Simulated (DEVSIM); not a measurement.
Structure: TaN/Al2O3/SiO2/p-Si capacitor, at 300 K.

```tsv
layer (left to right)	material	thickness (nm)	Na (cm⁻³)
1	Al2O3	9.50	-
2	SiO2	0.780	-
3	Si	870	8.8e16
```

Metal gate on the left, work function 4.4 eV. Fixed charge at the semiconductor interface 7.1e10 cm⁻² (in units of +e); no interface traps.

Constants are typed, rounded textbook-type inputs, not results; the design itself was drawn at random and stands for no fabricated device. Values at 300 K.

| parameter | Al2O3 | SiO2 | Si |
|---|---|---|---|
| gap (eV) | 6.8 | 9 | 1.124 |
| affinity (eV) | 1.35 | 0.9 | 4.05 |
| permittivity | 9 | 3.9 | 11.7 |
| Nc (cm⁻³) | - | - | 2.86e19 |
| Nv (cm⁻³) | - | - | 3.1e19 |

Simulated with DEVSIM: 1D Poisson equation in equilibrium, Boltzmann statistics, complete ionisation; no quantum confinement or tunnelling. Metal contacts follow the ideal Schottky-Mott rule: no Fermi-level pinning, no interface dipoles.

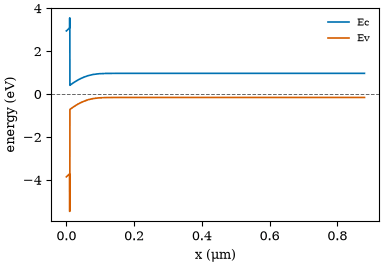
Fig. 1. Band edges at 0.1 V on the gate

Energies count from the Fermi level of the right contact; mesh points crowd at the junctions.

```csv
x (μm),Ec (eV),Ev (eV),n (cm⁻³),p (cm⁻³),field (V/cm)
0.000,2.950,-3.850,< 1e2,< 1e2,140000
0.001164,2.967,-3.833,< 1e2,< 1e2,140000
0.003083,2.994,-3.806,< 1e2,< 1e2,140000
0.006040,3.036,-3.764,< 1e2,< 1e2,140000
0.008656,3.074,-3.727,< 1e2,< 1e2,140000
0.009612,3.539,-5.461,< 1e2,< 1e2,330000
0.01003,3.553,-5.447,< 1e2,< 1e2,330000
0.01140,0.425,-0.699,2.1e12,5.5e7,120000
0.01393,0.454,-0.670,6.7e11,1.7e8,120000
0.01891,0.510,-0.614,7.7e10,1.5e9,110000
0.02971,0.620,-0.504,1.1e9,1.1e11,94000
0.06402,0.863,-0.261,89000,1.3e15,48000
0.1208,0.969,-0.155,1500,7.7e16,2500
0.2440,0.972,-0.152,1300,8.8e16,≈ 0
0.5704,0.972,-0.152,1300,8.8e16,≈ 0
0.7336,0.972,-0.152,1300,8.8e16,≈ 0
0.8088,0.972,-0.152,1300,8.8e16,≈ 0
0.8469,0.972,-0.152,1300,8.8e16,≈ 0
0.8685,0.972,-0.152,1300,8.8e16,≈ 0
0.8751,0.972,-0.152,1300,8.8e16,≈ 0
0.8784,0.972,-0.152,1300,8.8e16,≈ 0
0.8803,0.972,-0.152,1300,8.8e16,≈ 0
```
